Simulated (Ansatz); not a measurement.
## Electronic structure of Ge$_{3}$O$_{2}$ (triplet) in real space

```xyz
5

Ge    1.3738    0.0858    0.7968
Ge   -0.1749    0.7873   -1.3710
Ge   -1.1988   -0.8731    0.5743
O     0.4072   -0.9534   -0.5993
O    -0.4072    0.9534    0.5992
```

Geometry: B3LYP-D4/def2-SVP.

Computed with UKS PBE0-D4/def2-TZVP (Ansatz).

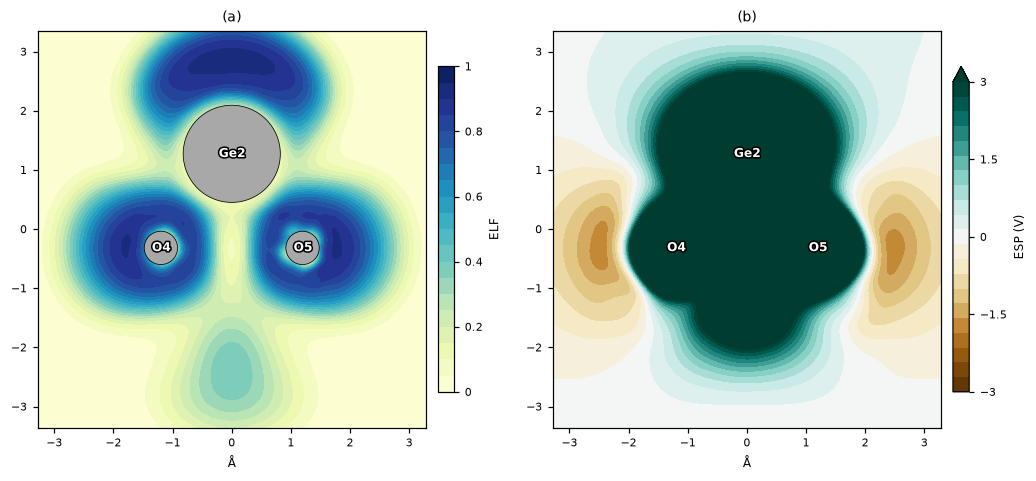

Figure 1. (a) ELF; (b) electrostatic potential on the plane of atoms O4, Ge2 and O5. Grey discs cover the atomic cores in the ELF map.

Q: Interpret the plot.

A:
- The plane passes through Ge and O nuclei.
- Ge–O (1.99 Å): the ELF peaks at about 0.85 in the valence shell of O, 0.6 Å from its nucleus, and is about 0.35 at the midpoint.
- The ELF also peaks beside O5 and O4, away from the bonds: non-bonding electrons, paired or unpaired.
- Outside the dense part of the molecule the potential is most negative (−1.7 V) near O4 and O5.

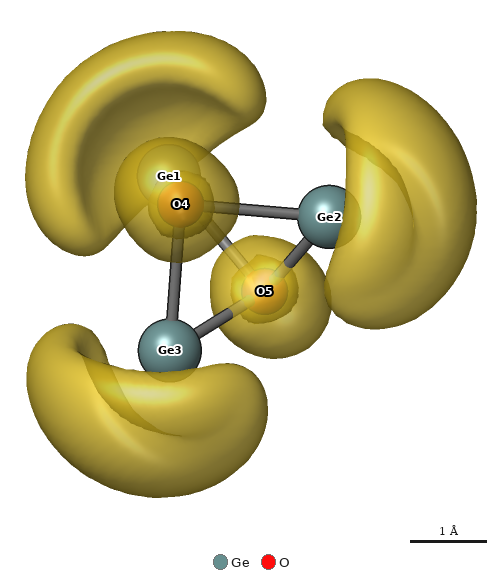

Figure 2. Isosurface of the electron localisation function at 0.75 (yellow), seen at an oblique angle. Only the valence region is drawn (cores and ρ < 0.01 e/Å³ removed).

Q: What do the ELF domains correspond to?

A: The surface consists of three lobes on Ge, pointing away from the bonds (non-bonding electrons) and two regions wrapped around O (the valence shell of each).

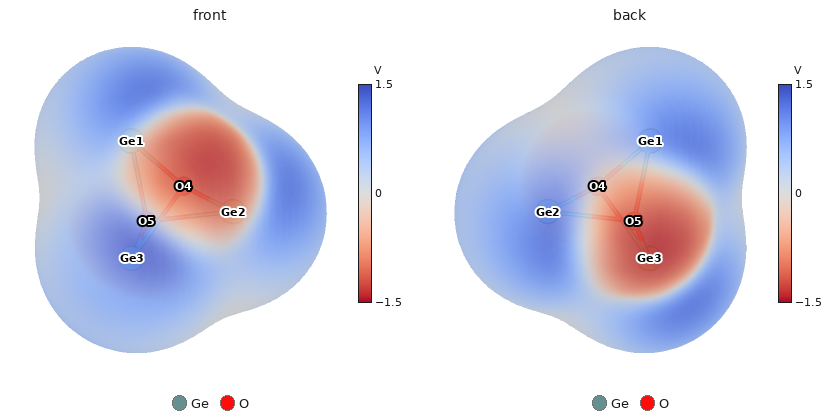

Figure 3. The electrostatic potential painted on the density surface at 0.002 e/bohr³, seen from the front and from behind; red is negative and blue positive.

Q: Describe the electrostatic potential map.

A: The most negative region (about −1.3 V) lies over O4 and O5, the most positive (about +1.1 V) over Ge1, Ge2 and Ge3.

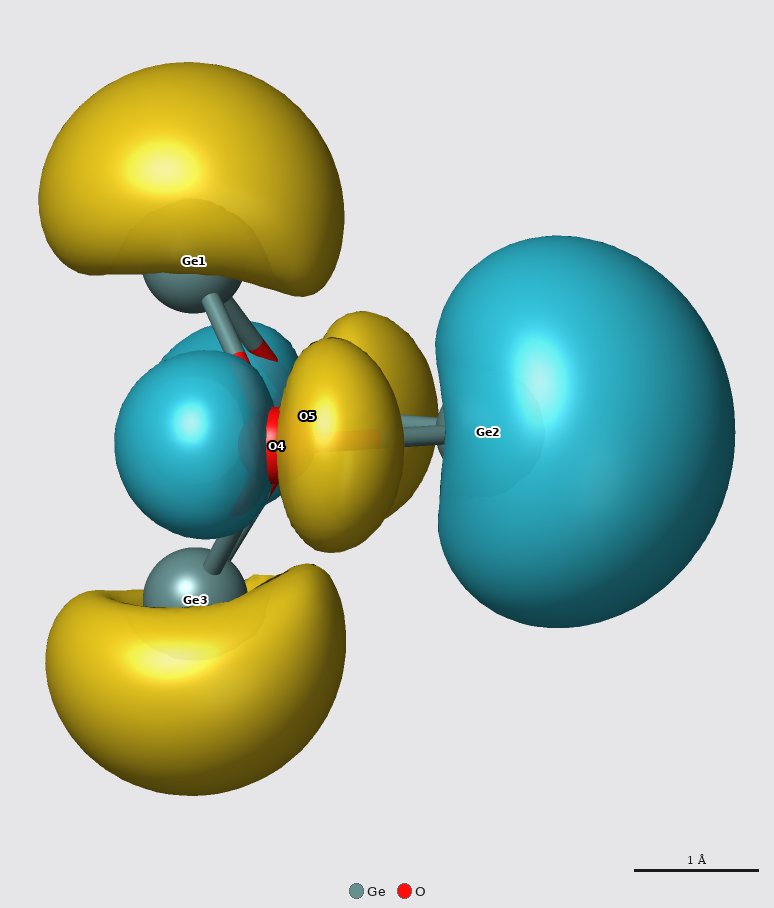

Figure 4. The HOMO (β) at ±0.08 Å⁻³ᐟ² (yellow and cyan are the two phases), seen across its widest extent.

Q: Where does this orbital lie, and at what energy?

A: By Hirshfeld shares it lies mainly on Ge2 (about 45 %), O4 (about 15 %), O5 (about 15 %), Ge1 (about 15 %) and Ge3 (about 15 %). It is one of a degenerate set, so its orientation is arbitrary. Its energy is −7.95 eV.
